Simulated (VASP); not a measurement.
# A VASP study of Aluminum (SCAN): structure first, properties next, part 2 of 3

Aim: relax Aluminum with SCAN, compute its properties on that cell and hold them against experiment. Left out of this account: 1 further run (core levels: core levels are not valid at this level). The start is a cell from a database of measured crystal structures.

VASP 6.6.1; SCAN; plane waves and PAW (Al).

Still holding for the runs below: This run has no spin polarisation. Its electron count is odd, so without a moment it is a metal by construction.

So far. Step 2 (Relaxing cell and atoms (SCAN)): It ends with forces that vanish by symmetry and a pressure of 0.02 GPa. The volume lies -3.2 % from that of the database's start, which holds the thermal and zero-point expansion of its experiment. Step 3 (Second relaxation): It ends with forces that vanish by symmetry and a pressure of 0.01 GPa. The volume moved by under 0.01 %: the run met its threshold at the first step.

## Step 4: Density, ELF and potential (SCAN)

A single point on the relaxed cell gives a clean self-consistent state, with density, ELF and potential written out.

INCAR reads:

```
SYSTEM = Al
PREC = Accurate
ENCUT = 400
EDIFF = 1E-06
NELM = 100
ISMEAR = 1
SIGMA = 0.2
LREAL = .FALSE.
ALGO = Normal
METAGGA = SCAN
LASPH = .TRUE.
NBANDS = 7
LORBIT = 11
LWAVE = .FALSE.
LCHARG = .TRUE.
ISIF = 2
LELF = .TRUE.
LVHAR = .TRUE.
```

POSCAR reads:

```
Al
1.0
    0.0000000000      2.0027036724      2.0027036724
    2.0027036724      0.0000000000      2.0027036724
    2.0027036724      2.0027036724      0.0000000000
Al
1
Direct
    0.0000000000      0.0000000000      0.0000000000
```

KPOINTS reads:

```
Automatic mesh
0
Gamma
8 8 8
0 0 0
```

Potentials, in the order of the species: Al (PBE family, release 64).

Launch:

```sh
$ mpirun -np 2 vasp_std
```

What it wrote:

```text
[banner, memory and clock lines left out]
running    2 mpi-ranks, on    1 nodes
 distrk:  each k-point on    2 cores,    1 groups
 distr:  one band on    1 cores,    2 groups

 POSCAR found type information on POSCAR Al
 POSCAR found :  1 types and       1 ions
 [... a notice as in an earlier step ...]

 LDA part: xc-table for (None), standard interpolation
|                                                                             |
|           W    W    AA    RRRRR   N    N  II  N    N   GGGG   !!!           |
|           W    W   A  A   R    R  NN   N  II  NN   N  G    G  !!!           |
|           W    W  A    A  R    R  N N  N  II  N N  N  G       !!!           |
|           W WW W  AAAAAA  RRRRR   N  N N  II  N  N N  G  GGG   !            |
|           WW  WW  A    A  R   R   N   NN  II  N   NN  G    G                |
|           W    W  A    A  R    R  N    N  II  N    N   GGGG   !!!           |
|                                                                             |
|     The number of bands has been changed from the values supplied in        |
|     The orbitals not found in the WAVECAR file will be initialized with     |
|     random numbers, which is usually adequate. For correlated               |
|     calculations, however, you should redo the groundstate calculation.     |
|     I found NBANDS = 7. Now, NBANDS = 8.                                    |
|                                                                             |

 POSCAR, INCAR and KPOINTS ok, starting setup
 FFT: planning ... GRIDC
 FFT: planning ... GRID_SOFT
 FFT: planning ... GRID
 WAVECAR not read
 entering main loop
       N       E                     dE             d eps       ncg     rms          rms(c)
DAV:   1    -0.660543469318E+01   -0.66054E+01   -0.71752E+02   480   0.160E+02
DAV:   2    -0.796289826151E+01   -0.13575E+01   -0.13549E+01   672   0.183E+01
DAV:   3    -0.796915701634E+01   -0.62588E-02   -0.62584E-02   528   0.141E+00
DAV:   4    -0.796917998526E+01   -0.22969E-04   -0.22969E-04   792   0.805E-02
DAV:   5    -0.796917999025E+01   -0.49918E-08   -0.53007E-08   520   0.997E-04    0.309E+00
DAV:   6    -0.774186596030E+01    0.22731E+00   -0.96602E-02   464   0.148E+00    0.180E+00
DAV:   7    -0.773264398757E+01    0.92220E-02   -0.44604E-02   472   0.132E+00    0.107E-01
DAV:   8    -0.773387042056E+01   -0.12264E-02   -0.38301E-03   520   0.367E-01    0.118E-01
DAV:   9    -0.773475957904E+01   -0.88916E-03   -0.49034E-03   480   0.378E-01    0.457E-02
DAV:  10    -0.773475531620E+01    0.42628E-05   -0.99101E-05   592   0.751E-02    0.437E-02
DAV:  11    -0.773476164795E+01   -0.63317E-05   -0.20696E-05   632   0.319E-02    0.246E-02
DAV:  12    -0.773477588880E+01   -0.14241E-04   -0.38669E-05   520   0.279E-02    0.101E-02
DAV:  13    -0.773477940564E+01   -0.35168E-05   -0.14566E-05   544   0.216E-02    0.310E-03
DAV:  14    -0.773478003262E+01   -0.62698E-06   -0.28143E-06   560   0.104E-02
   1 F= -.77347800E+01 E0= -.77347869E+01  d E =0.205829E-04
```

Run time: 6.8 s. Hardware: 2 MPI ranks of Intel Xeon 6975P-C (Granite Rapids), shared host; peak memory 0.19 GiB; 11 s of CPU time.

Parts of OUTCAR (step 4):

```text
The static configuration has the point symmetry O_h .

 Found     29 irreducible k-points:

   k-points           NKPTS =     29   k-points in BZ     NKDIM =     29   number of bands    NBANDS=      8

   NELECT =       3.0000    total number of electrons

 E-fermi :   8.3036

 k-point     1 :       0.0000    0.0000    0.0000
  band No.  band energies     occupation
      1      -3.4350      2.00000
      2      21.5546      0.00000
      3      21.5546      0.00000
      4      21.5546      0.00000
      5      23.2942      0.00000
      6      23.2943      0.00000
    ...

 k-point     2 :       0.1250    0.0000    0.0000
  band No.  band energies     occupation
      1      -2.9878      2.00000
      2      17.0370      0.00000
      3      20.6225      0.00000
      4      20.6226      0.00000
      5      23.6895      0.00000
      6      24.8637      0.00000
    ...

  Total        0.0010227      0.0010227      0.0010227      0.0000000     -0.0000000      0.0000000
  in kB        0.1019915      0.1019915      0.1019915      0.0000000     -0.0000000      0.0000000
  external PRESSURE =       0.1019915 kB  Pullay stress =       0.0000000 kB

 POSITION                                       TOTAL-FORCE (eV/Angst)
 -----------------------------------------------------------------------------------
      0.00000      0.00000      0.00000        -0.000000     -0.000000      0.000000
 -----------------------------------------------------------------------------------
    total drift:                                0.000000      0.000000     -0.000000

  FREE ENERGIE OF THE ION-ELECTRON SYSTEM (eV)
  ---------------------------------------------------
  free  energy   TOTEN  =        -7.7347800326 eV

  energy  without entropy=       -7.7348006155  energy(sigma->0) =       -7.73478689

 total charge
# of ion       s       p       d       tot
------------------------------------------
    1        0.435   0.365   0.000   0.800

[... 7 parts as in an earlier step ...]

[... 5 further parts left out ...]
```

This step gave:

```yaml
scf_cycles: 14
bands: 8
pressure: 0.01020 GPa
```

Valence electrons inside each PAW sphere by angular momentum. Sphere charges, by row:

| atom | s (e) | p (e) | d (e) | tot (e) |
| --- | --- | --- | --- | --- |
| Al1 | 0.435 | 0.365 | 0 | 0.8 |

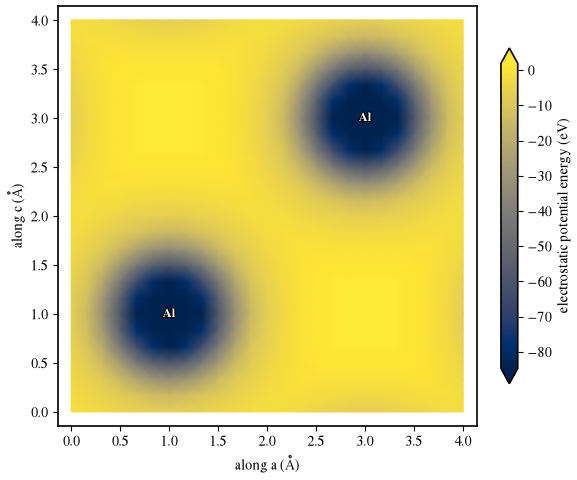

Electrostatic potential energy in the ac plane of the conventional cell at fractional y = 0.000, with atoms of Al within 0.2 Å of it. With pseudopotentials it is smooth inside the atoms' cores, unlike the true potential. The map starts off the cell's origin, so that atoms lie inside it.

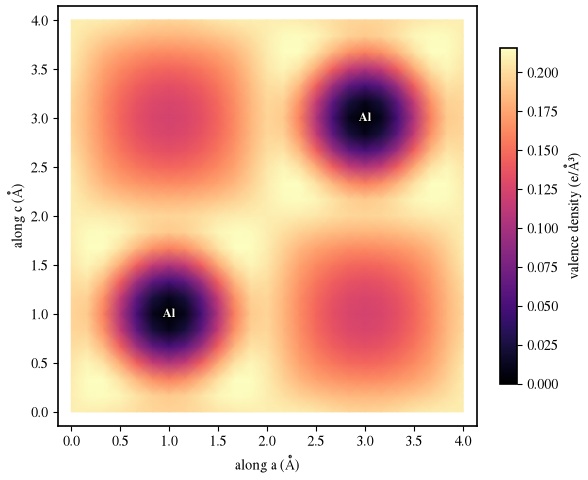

Valence density in the ac plane of the conventional cell at fractional y = 0.000, with atoms of Al within 0.2 Å of it. It is the smooth field of the valence electrons, not physical close to the nuclei. The map starts off the cell's origin, so that atoms lie inside it.

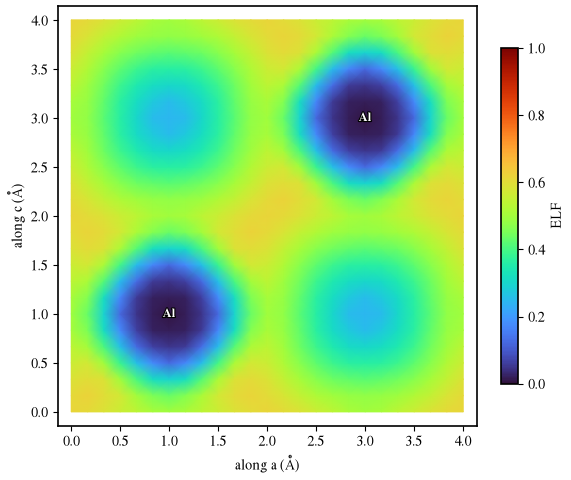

ELF in the ac plane of the conventional cell at fractional y = 0.000, with atoms of Al within 0.2 Å of it. It is the smooth field of the valence electrons, not physical close to the nuclei. The map starts off the cell's origin, so that atoms lie inside it.

In this run the pressure is 0.01 GPa, small enough to go on.

## Step 5: Band structure (SCAN)

Levels along the symmetry lines show where the bands peak and cross; KPOINTS_OPT computes them in the converged potential.

INCAR reads:

```
SYSTEM = Al
PREC = Accurate
ENCUT = 400
EDIFF = 1E-06
NELM = 100
ISMEAR = 1
SIGMA = 0.2
LREAL = .FALSE.
ALGO = Normal
METAGGA = SCAN
LASPH = .TRUE.
NBANDS = 12
LORBIT = 11
LWAVE = .FALSE.
LCHARG = .FALSE.
KPAR = 2
```

POSCAR is that of step 4.

KPOINTS is that of step 4.

KPOINTS_OPT reads:

```
Line mode
16
Line-mode
Reciprocal
  0.00000000   0.00000000   0.00000000 GAMMA
  0.50000000   0.00000000   0.50000000 X

  0.50000000   0.00000000   0.50000000 X
  0.50000000   0.25000000   0.75000000 W

  0.50000000   0.25000000   0.75000000 W
  0.37500000   0.37500000   0.75000000 K

  0.37500000   0.37500000   0.75000000 K
  0.00000000   0.00000000   0.00000000 GAMMA

  0.00000000   0.00000000   0.00000000 GAMMA
  0.50000000   0.50000000   0.50000000 L

  0.50000000   0.50000000   0.50000000 L
  0.62500000   0.25000000   0.62500000 U

  0.62500000   0.25000000   0.62500000 U
  0.50000000   0.25000000   0.75000000 W

  0.50000000   0.25000000   0.75000000 W
  0.50000000   0.50000000   0.50000000 L

  0.50000000   0.50000000   0.50000000 L
  0.37500000   0.37500000   0.75000000 K

  0.62500000   0.25000000   0.62500000 U
  0.50000000   0.00000000   0.50000000 X
```

Launch:

```sh
$ mpirun -np 2 vasp_std
```

What it wrote:

```text
[... set-up lines as in an earlier step ...]
 entering main loop
       N       E                     dE             d eps       ncg     rms          rms(c)
DAV:   1    -0.403482729950E+01   -0.40348E+01   -0.68207E+02   708   0.104E+02
DAV:   2    -0.791627208619E+01   -0.38814E+01   -0.36518E+01  1008   0.312E+01
DAV:   3    -0.796897148823E+01   -0.52699E-01   -0.52578E-01   840   0.254E+00
DAV:   4    -0.796917827359E+01   -0.20679E-03   -0.20677E-03   832   0.189E-01
DAV:   5    -0.796917997312E+01   -0.16995E-05   -0.16993E-05   896   0.153E-02    0.309E+00
DAV:   6    -0.774187040451E+01    0.22731E+00   -0.87079E-02   700   0.988E-01    0.180E+00
DAV:   7    -0.773265611179E+01    0.92143E-02   -0.41895E-02   704   0.883E-01    0.106E-01
DAV:   8    -0.773387746130E+01   -0.12213E-02   -0.36774E-03   744   0.250E-01    0.116E-01
DAV:   9    -0.773475724094E+01   -0.87978E-03   -0.44725E-03   708   0.249E-01    0.456E-02
DAV:  10    -0.773475557015E+01    0.16708E-05   -0.92503E-05   760   0.494E-02    0.455E-02
DAV:  11    -0.773475447552E+01    0.10946E-05   -0.48641E-06   880   0.114E-02    0.453E-02
DAV:  12    -0.773475454874E+01   -0.73217E-07   -0.12224E-07   596   0.187E-03
   1 F= -.77347545E+01 E0= -.77347871E+01  d E =0.975959E-04
 Start KPOINTS_OPT (optional k-point list driver)
k-point batch [1-29\160]
       N       E                     dE             ncg
DAV:   1     0.373606057223E+03   -0.18915E+04      696
DAV:   2     0.305873861213E+03   -0.67732E+02     1048
DAV:   3     0.304989880841E+03   -0.88398E+00      912
DAV:   4     0.304986321039E+03   -0.35598E-02      876
DAV:   5     0.304986257737E+03   -0.63301E-04      972
DAV:   6     0.304986256130E+03   -0.16074E-05      892
DAV:   7     0.304986256084E+03   -0.45877E-07      952
[...]
k-point batch [146-160\160]
       N       E                     dE             ncg
DAV:   1     0.183766454775E+04   -0.15291E+04      368
DAV:   2     0.179410822797E+04   -0.43556E+02      560
DAV:   3     0.179369694575E+04   -0.41128E+00      488
DAV:   4     0.179369565671E+04   -0.12890E-02      504
DAV:   5     0.179369564816E+04   -0.85518E-05      496
DAV:   6     0.179369564809E+04   -0.71745E-07      516
```

Elapsed: 21 s, on 2 MPI ranks; peak memory 0.21 GiB.

From OUTCAR (step 5):

```text
   k-points           NKPTS =     29   k-points in BZ     NKDIM =     29   number of bands    NBANDS=     12

   NELECT =       3.0000    total number of electrons

 E-fermi :   8.3028

 k-point     1 :       0.0000    0.0000    0.0000
  band No.  band energies     occupation
      1      -3.4275      2.00000
      2      21.5365      0.00000
      3      21.5366      0.00000
      4      21.5366      0.00000
      5      23.2856      0.00000
      6      23.2857      0.00000
    ...

  Total        0.0059801      0.0059801      0.0059801      0.0000000      0.0000000     -0.0000000
  in kB        0.5964003      0.5964003      0.5964003      0.0000000      0.0000000     -0.0000000
  external PRESSURE =       0.5964003 kB  Pullay stress =       0.0000000 kB

 POSITION                                       TOTAL-FORCE (eV/Angst)
 -----------------------------------------------------------------------------------
      0.00000      0.00000      0.00000         0.000000      0.000000     -0.000000
 -----------------------------------------------------------------------------------
    total drift:                                0.000000     -0.000000     -0.000000

  FREE ENERGIE OF THE ION-ELECTRON SYSTEM (eV)
  ---------------------------------------------------
  free  energy   TOTEN  =        -7.7347545487 eV

  energy  without entropy=       -7.7348521446  energy(sigma->0) =       -7.73478708

[... 8 parts as in an earlier step ...]

[... 8 further parts left out ...]
```

This step gave:

```
SCF cycles   : 12
bands        : 12
Fermi energy : 8.303 eV
pressure     : 0.05964 GPa
```

Electronic bands along the path, in eV, zero at the Fermi level; # counts the bands kept:

| point | #1 | #2 | #3 | #4 | #5 |
| --- | --- | --- | --- | --- | --- |
| Γ | -11.73 | 13.24 | 13.24 | 13.24 | 14.98 |
| X | -3.10 | -1.71 | 5.32 | 5.99 | 5.99 |
| W | -0.92 | -0.92 | -0.02 | 1.42 | 16.56 |
| K | -2.01 | -1.53 | -0.34 | 7.00 | 8.54 |
| Γ | -11.73 | 13.24 | 13.24 | 13.24 | 14.98 |
| L | -4.94 | -4.52 | 12.01 | 12.01 | 12.13 |
| U | -2.01 | -1.53 | -0.34 | 7.00 | 8.54 |
| W | -0.92 | -0.92 | -0.02 | 1.42 | 16.56 |
| L | -4.94 | -4.52 | 12.01 | 12.01 | 12.13 |
| K | -2.01 | -1.53 | -0.34 | 7.00 | 8.54 |
| jump to U | -2.01 | -1.53 | -0.34 | 7.00 | 8.54 |
| X | -3.10 | -1.71 | 5.32 | 5.99 | 5.99 |

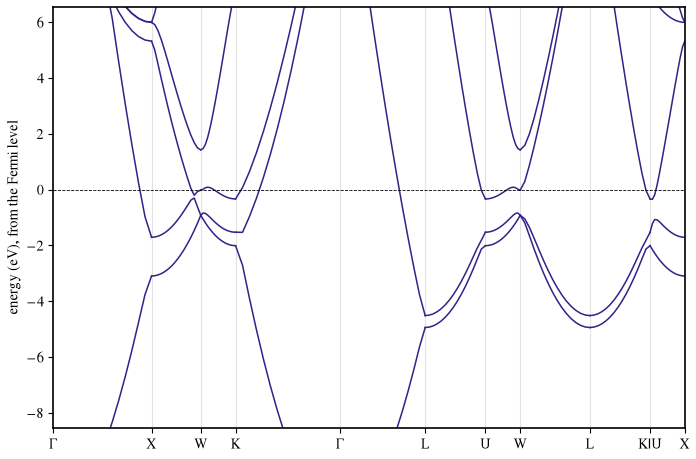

Electronic bands along the path.

There is no gap at this level.

Of the bands kept, 2 cross the Fermi level on this path.

## Step 6: Density of states (SCAN)

Here the states are counted by energy and projected on the atoms. The mesh is finer than in the run before.

Changes to INCAR since step 5:

```diff
@@ -5,3 +5,3 @@
 NELM = 100
-ISMEAR = 1
+ISMEAR = -5
 SIGMA = 0.2
@@ -16 +16,2 @@
 KPAR = 2
+NEDOS = 2001
```

POSCAR is that of step 5.

KPOINTS reads:

```
Automatic mesh
0
Gamma
12 12 12
0 0 0
```

Launch:

```sh
$ mpirun -np 2 vasp_std
```

What it wrote:

```text
[... set-up lines as in an earlier step ...]
 entering main loop
       N       E                     dE             d eps       ncg     rms          rms(c)
DAV:   1    -0.465120173357E+01   -0.46512E+01   -0.68350E+02  1752   0.107E+02
DAV:   2    -0.794251749377E+01   -0.32913E+01   -0.32615E+01  2392   0.302E+01
DAV:   3    -0.798042113917E+01   -0.37904E-01   -0.38070E-01  2132   0.227E+00
DAV:   4    -0.798054715353E+01   -0.12601E-03   -0.12671E-03  2120   0.154E-01
DAV:   5    -0.798054809685E+01   -0.94332E-06   -0.94474E-06  2208   0.118E-02    0.309E+00
DAV:   6    -0.775496698236E+01    0.22558E+00   -0.91805E-02  1748   0.987E-01    0.180E+00
DAV:   7    -0.774562652534E+01    0.93405E-02   -0.45432E-02  1748   0.883E-01    0.101E-01
DAV:   8    -0.774642470663E+01   -0.79818E-03   -0.36421E-03  1932   0.248E-01    0.120E-01
DAV:   9    -0.774688138449E+01   -0.45668E-03   -0.49514E-03  1756   0.260E-01    0.446E-02
DAV:  10    -0.774689295609E+01   -0.11572E-04   -0.12840E-04  1956   0.569E-02    0.504E-02
DAV:  11    -0.774689004167E+01    0.29144E-05   -0.88374E-06  2160   0.148E-02    0.442E-02
DAV:  12    -0.774688382692E+01    0.62148E-05   -0.86587E-06  1920   0.937E-03    0.316E-02
DAV:  13    -0.774686031552E+01    0.23511E-04   -0.36703E-05  1800   0.212E-02    0.565E-03
DAV:  14    -0.774685022350E+01    0.10092E-04   -0.45494E-06  1992   0.909E-03    0.325E-03
DAV:  15    -0.774684272075E+01    0.75028E-05   -0.22846E-06  1808   0.704E-03    0.132E-03
DAV:  16    -0.774684198032E+01    0.74043E-06   -0.79272E-08  1296   0.117E-03
   1 F= -.77468420E+01 E0= -.77468420E+01  d E =0.000000E+00
 -----------------------------------------------------------------------------
|                                                                             |
|           W    W    AA    RRRRR   N    N  II  N    N   GGGG   !!!           |
|           W    W   A  A   R    R  NN   N  II  NN   N  G    G  !!!           |
|           W    W  A    A  R    R  N N  N  II  N N  N  G       !!!           |
|           W WW W  AAAAAA  RRRRR   N  N N  II  N  N N  G  GGG   !            |
|           WW  WW  A    A  R   R   N   NN  II  N   NN  G    G                |
|           W    W  A    A  R    R  N    N  II  N    N   GGGG   !!!           |
|                                                                             |
|     Tetrahedron method does not include variations of the Fermi             |
|     occupations, so forces and stress will be inaccurate. We suggest        |
|     using a different smearing scheme ISMEAR = 1 or 2 for metals in         |
|     relaxations.                                                            |
|                                                                             |
 -----------------------------------------------------------------------------
```

Elapsed: 22 s, on 2 MPI ranks; peak memory 0.22 GiB.

Parts of OUTCAR (step 6):

```text
   k-points           NKPTS =     72   k-points in BZ     NKDIM =     72   number of bands    NBANDS=     12

   NELECT =       3.0000    total number of electrons

 E-fermi :   8.3078

 k-point     1 :       0.0000    0.0000    0.0000
  band No.  band energies     occupation
      1      -3.4363      2.00000
      2      21.5554      0.00000
      3      21.5554      0.00000
      4      21.5554      0.00000
      5      23.3027      0.00000
      6      23.3027      0.00000
    ...

  Total       -0.0532210     -0.0532210     -0.0532210     -0.0000000     -0.0000000     -0.0000000
  in kB       -5.3077891     -5.3077891     -5.3077891     -0.0000000     -0.0000000     -0.0000000
  external PRESSURE =      -5.3077891 kB  Pullay stress =       0.0000000 kB

  FREE ENERGIE OF THE ION-ELECTRON SYSTEM (eV)
  ---------------------------------------------------
  free  energy   TOTEN  =        -7.7468419803 eV

  energy  without entropy=       -7.7468419803  energy(sigma->0) =       -7.74684198

[... 7 parts as in an earlier step ...]

[... 10 further parts left out ...]
```

With tetrahedra the forces and stress of a metal are not exact derivatives of the energy.

Numbers from this step:

| Property | Result |
| --- | --- |
| SCF cycles | 16 |
| irreducible k-points | 72 |
| free energy (TOTEN) | -7.747 eV |
| Fermi energy | 8.308 eV |
| pressure | -0.5308 GPa |
| DOS at the Fermi level | 0.2906 states/eV/cell |

The density of states has structure finer than the step of the table below, so its rows give means over 1 eV, whole bins alone (the curve runs from -12.0 to 7.99 eV). Peaks (eV: height): total -3.0: 0.381, -1.3: 0.499, -0.9: 0.718, 6.2: 0.629; Al p -3.0: 0.06, -1.3: 0.0792, -0.9: 0.12, 6.2: 0.148; Al s -7.0: 0.0448, -2.9: 0.0413, -1.3: 0.0454, -0.9: 0.054, 0.8: 0.0484, 2.7: 0.0513.

States under -12.0 eV and over 8.0 eV are left out. Table of density of states by energy, zero at the Fermi level; means over each step; values in states/eV/cell:

| energy (eV) | total | Al p | Al s |
| --- | --- | --- | --- |
| -11 | 0.0858 | 0.00150 | 0.0227 |
| -10 | 0.140 | 0.00509 | 0.0343 |
| -9 | 0.178 | 0.00996 | 0.0401 |
| -8 | 0.211 | 0.0157 | 0.0432 |
| -7 | 0.241 | 0.0224 | 0.0443 |
| -6 | 0.275 | 0.0317 | 0.0426 |
| -5 | 0.320 | 0.0449 | 0.0391 |
| -4 | 0.297 | 0.0456 | 0.0317 |
| -3 | 0.366 | 0.0575 | 0.0394 |
| -2 | 0.294 | 0.0445 | 0.0337 |
| -1 | 0.424 | 0.0656 | 0.0394 |
| 0 | 0.326 | 0.0500 | 0.0291 |
| 1 | 0.432 | 0.0627 | 0.0427 |
| 2 | 0.399 | 0.0595 | 0.0373 |
| 3 | 0.436 | 0.0656 | 0.0465 |
| 4 | 0.462 | 0.0733 | 0.0464 |
| 5 | 0.489 | 0.0898 | 0.0456 |
| 6 | 0.560 | 0.122 | 0.0401 |
| 7 | 0.527 | 0.120 | 0.0307 |

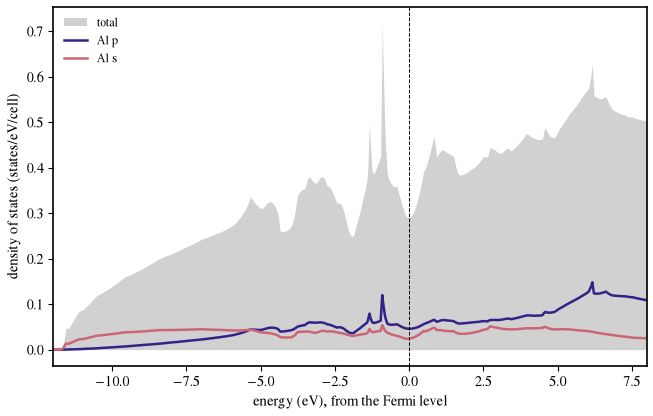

Density of states, plotted against energy.

The finer mesh and the other smearing move the Fermi level by +0.01 eV from the 8×8×8 run, a small shift, which tests the Fermi level alone.

[end of part 2 of 3]

[Lines on the potential files, build, host, timing and source positions are cut from VASP's logs without a mark.]

[Logs are printed without paths, hosts, clocks, repeated set-up lines and the standing remarks that a program may print on its own settings, such as how far it seeks lower states.]

[Hosts, paths, dates, database ids (printed as entryN), source tags and the programs' standing remarks are cut or masked in the printed files.]

[A measured line is paired with the nearest computed mode of its activity, which favours agreement.]
